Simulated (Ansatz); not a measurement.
# CH₆Ge···HCl: what the fields show

Input

```
crystal:
  periodic: [false, false, false]
  atoms:
    - {symbol: Ge, position_ang: [-1.037839, -0.150646, -0.526970]}
    - {symbol: Cl, position_ang: [2.809612, 1.406140, -0.687651]}
    - {symbol: H, position_ang: [-1.469212, -1.449715, -1.226541]}
    - {symbol: H, position_ang: [-2.280566, 0.701975, -0.224137]}
    - {symbol: H, position_ang: [-0.169580, 0.645569, -1.533512]}
    - {symbol: H, position_ang: [1.623403, 1.140524, -1.106916]}
    - {symbol: C, position_ang: [-0.016629, -0.519668, 1.091511]}
    - {symbol: H, position_ang: [-0.629659, -1.080399, 1.798064]}
    - {symbol: H, position_ang: [0.298844, 0.412053, 1.561835]}
    - {symbol: H, position_ang: [0.871625, -1.105834, 0.854317]}
basis:
  gaussian: {orbitals: def2-TZVPP}
hamiltonian: {xc: pbe0, dispersion: d4}
output: {orbitals: {seedname: orbitals}}
```

Command:

```sh
ansatz run in.yaml --threads 4 --pin off --events-out ev --progress --plain --max-ram 9574MiB
```

The product side of a reaction path; geometry: PBE0-D4/def2-TZVP.

Method: Ansatz 0.2.0, RKS PBE0-D4/def2-TZVPP.

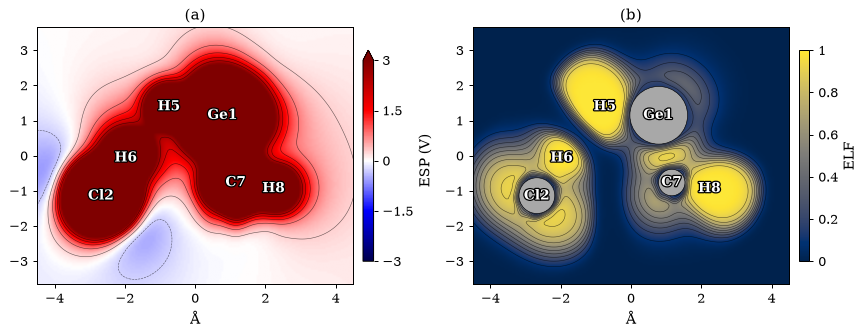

Figure 1. (a) molecular electrostatic potential; (b) electron localisation function on the plane of atoms H5, Ge1 and C7. Grey discs cover the atomic cores in the ELF map.

Question: Interpret the plot.

Answer: The section cuts through Ge, Cl, H and C sites. H5···H6 (1.91 Å): the ELF dips to about 0.10 between them. C–Ge (1.95 Å): the ELF peaks at about 0.90 in the valence shell of C, 0.7 Å from its nucleus, and is about 0.70 at the midpoint. C–H (1.09 Å): the ELF climbs to about 1 towards the hydrogen, as it does in any bond to H; an ordinary covalent bond to hydrogen. Cl–H (1.29 Å): the ELF climbs to about 1 towards the hydrogen. Ge–H (1.55 Å): the ELF climbs to about 1 towards the hydrogen. The ELF also peaks beside Cl2, away from the bonds: lone-pair regions. Outside the dense part of the complex the potential is most negative (−0.6 V) near Cl2.

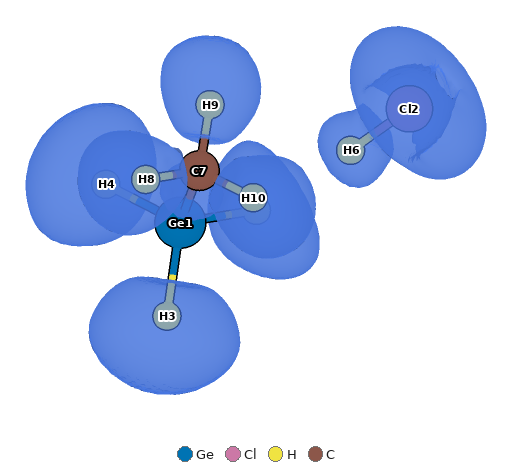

Figure 2. Isosurface of the ELF at 0.8 (blue), seen at an oblique angle. Core shells and regions of very low density are left out.

Question: Where are the electrons localised?

Answer: The surface consists of seven regions around hydrogen nuclei, one lobe of the valence shell of C pointing towards Ge (polar bonds) and one ring or bowl of non-bonding electrons around Cl.

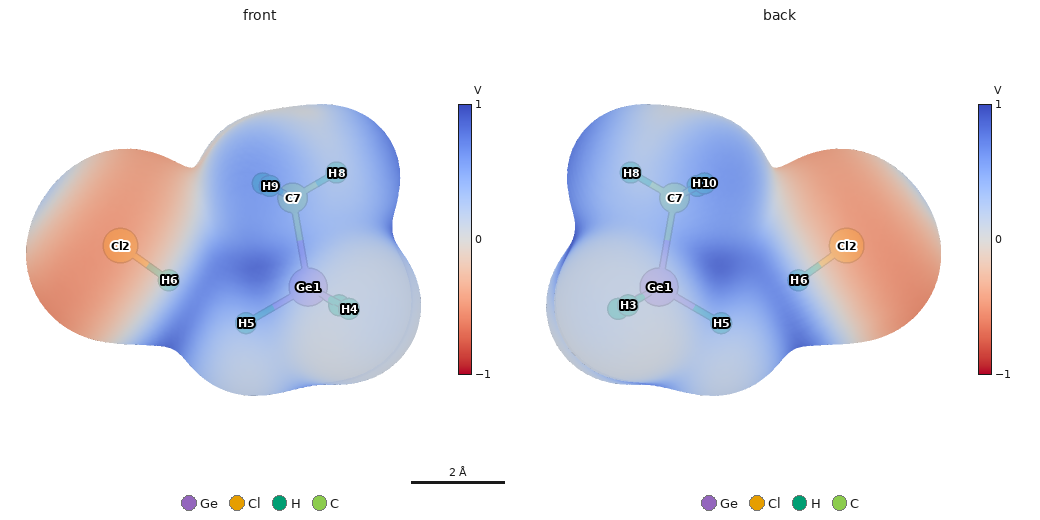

Figure 3. The molecular electrostatic potential painted on the density surface at 0.001 e/bohr³, seen from the front and from behind; red is negative and blue positive.

Question: Where is the surface potential most negative and most positive?

Answer: The most negative region (about −0.5 V) lies over Cl2, the most positive (about +0.9 V) over Ge1 and H6. Cl2 shows a σ-hole: about +0.2 V at the tip opposite its bond, against about −0.5 V on its flanks.

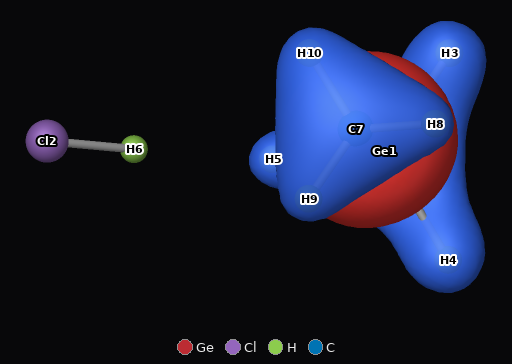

Figure 4. The HOMO at ±0.15 Å⁻³ᐟ² (red and blue are the two phases), seen from one side.

Question: Where does this orbital lie, and at what energy?

Answer: By Hirshfeld shares it lies mainly on C7 (about 40 %) and Ge1 (about 30 %). Its energy is −9.22 eV.
